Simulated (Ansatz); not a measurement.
# Two runs on B$_{3}$P$_{2}$

System: B$_{3}$P$_{2}$, multiplicity 2.
Method of the first run: UKS r2SCAN-D4/def2-TZVPD (Ansatz 0.2.0).

The geometry comes from this level: PBE-D4/def2-SVP. Text and figures count atoms from 1; the logs count them from 0 in places.

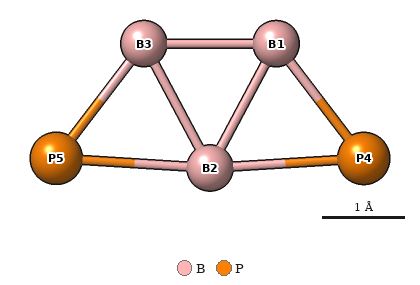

**Figure 1.** The input geometry (ball-and-stick view, seen on its broad side; atoms are numbered from 1 in the order of the input). Bond lengths as drawn: B–B 1.63 to 1.74 Å and B–P 1.78 to 1.90 Å.

### The input, the first run
```yaml
crystal:
  periodic: [false, false, false]
  atoms:
    - {symbol: B, position_ang: [0.667339, 0.989388, -0.013893]}
    - {symbol: B, position_ang: [0.102308, -0.651825, -0.028351]}
    - {symbol: B, position_ang: [-0.937681, 0.733023, 0.088719]}
    - {symbol: P, position_ang: [1.949370, -0.237348, -0.142390]}
    - {symbol: P, position_ang: [-1.781337, -0.833237, 0.095915]}
basis:
  gaussian: {orbitals: def2-TZVPD, initial_orbitals: start.molden}
magnetization: {spin_polarized: true, initial_magnetization: 1}
hamiltonian: {xc: r2scan, dispersion: d4}
scf: {omitted_lower_state_checks: [starts]}
output: {orbitals: {seedname: orbitals}}
```

Command:
```bash
ansatz run in.yaml --threads 4 --pin off --events-out ev --progress --plain --max-ram 4787MiB
```

Hardware: 4 threads of Arm Neoverse V1, 23 GiB of memory available, shared host.

### Output (the first run)
```
Functional definition: r2SCAN
  parameter k0 = 0.174
  parameter k1 = 0.065
  parameter a1 = 4.9479
  exchange = r2scan_x(k0 = k0, k1 = k1, a1 = a1)
  correlation = r2scan_c
these checks for a lower state are left out or cut short: starts
1045 factors; their error is unknown
mean field evaluation 1: about -20602.0917 eV, gradient 5.6e0 eV
mean field evaluation 2: about -20602.1385 eV, gradient 9.0e-2 eV
mean field evaluation 4: about -20602.1215 eV, gradient 5.9e-4 eV
mean field -20602.12152875 eV, -757.1140015620 hartree, gradient 2.8e-5 eV, S^2 0.779665; 0 other end points of the search recorded, 0 dependent functions left out
reference -20602.12154555 eV, -757.1140021793 hartree; 23, 22 occupied and 174, 175 virtual orbitals, 1045 factors
Total energy: -20602.16210313 eV, -757.1154926429 hartree
Checks for a lower state left out: starts
```

The input of the second run differs as follows (lines with − go, lines with + come):
```diff
-magnetization: {spin_polarized: true, initial_magnetization: 1}
+total_charge: -1
```

What does this change do to the results?

The two differ by one electron: at this geometry, adding it changes the energy by −2.84 eV. The HOMO goes from −6.10 to −0.53 eV. The LUMO goes from −5.08 to 1.78 eV. On the same kind of shared host the second run took about 0.49 times as long.

### Output (the second run)
```
Functional definition: r2SCAN
  parameter k0 = 0.174
  parameter k1 = 0.065
  parameter a1 = 4.9479
  exchange = r2scan_x(k0 = k0, k1 = k1, a1 = a1)
  correlation = r2scan_c
these checks for a lower state are left out or cut short: starts
1045 factors; their error is unknown
mean field evaluation 1: about -20604.9411 eV, gradient 7.2e0 eV
mean field evaluation 2: about -20604.9735 eV, gradient 6.0e-2 eV
mean field evaluation 4: about -20604.9557 eV, gradient 1.7e-4 eV
mean field -20604.95567664 eV, -757.2181545759 hartree, gradient 1.2e-5 eV, S^2 0.000000; 0 other end points of the search recorded, 0 dependent functions left out
reference -20604.95568981 eV, -757.2181550599 hartree; 23, 23 occupied and 174, 174 virtual orbitals, 1045 factors
Total energy: -20605.00111442 eV, -757.2198243835 hartree
Checks for a lower state left out: starts
```

### The two runs side by side

| quantity | the first run | the second run |
| --- | --- | --- |
| outcome | converged | converged |
| total energy (hartree) | −757.115493 | −757.219824 |
| HOMO (eV) | −6.10 | −0.53 |
| LUMO (eV) | −5.08 | 1.78 |
| ⟨S²⟩ | 0.780 | – |
| basis functions | 197 | 197 |
| wall time (shared host) | 8 s | 3.9 s |
